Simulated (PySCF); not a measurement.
Potential energy curve for CF, doublet.

Levels of theory: ROKS-BLYP = restricted open-shell BLYP/cc-pVDZ (PySCF 2.14.0); UKS-PBE = unrestricted PBE/cc-pVDZ in PySCF 2.14.0; ROKS-PBE = restricted open-shell PBE/cc-pVDZ run with PySCF; ROHF/cc-pVDZ (PySCF).

Energies are in kcal/mol, each relative to the lowest point of its own curve near equilibrium.

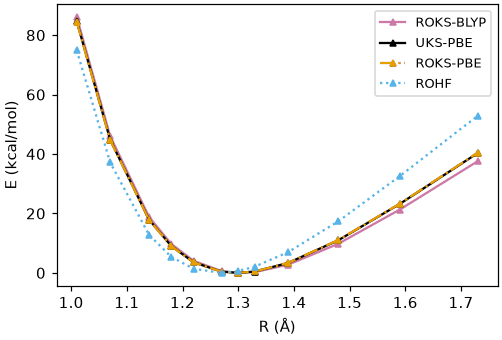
Energy against bond length for each method.

```csv
R / Å,ROKS-BLYP,UKS-PBE,ROKS-PBE,ROHF
1.01,86.1,84.7,84.6,74.9
1.07,46.1,44.9,44.7,37.2
1.14,18.8,17.9,17.8,12.8
1.18,9.7,9.0,9.0,5.4
1.22,4.0,3.6,3.5,1.4
1.27,0.6,0.4,0.4,0.0
1.30,0.0,0.0,0.0,0.6
1.33,0.3,0.5,0.5,2.1
1.39,2.8,3.4,3.4,7.0
1.48,9.8,11.0,11.1,17.4
1.59,21.3,23.2,23.3,32.5
1.73,37.6,40.3,40.4,52.8
```

At the longest distance, 1.73 Å, ROHF lies highest above its minimum (52.8 kcal/mol) and ROKS-BLYP lowest (37.6 kcal/mol).

The scan ran from 1.01 to 5.04 Å; beyond the distances shown one of the unrestricted levels run for this scan, shown here or not, changes its spin distribution in one step.
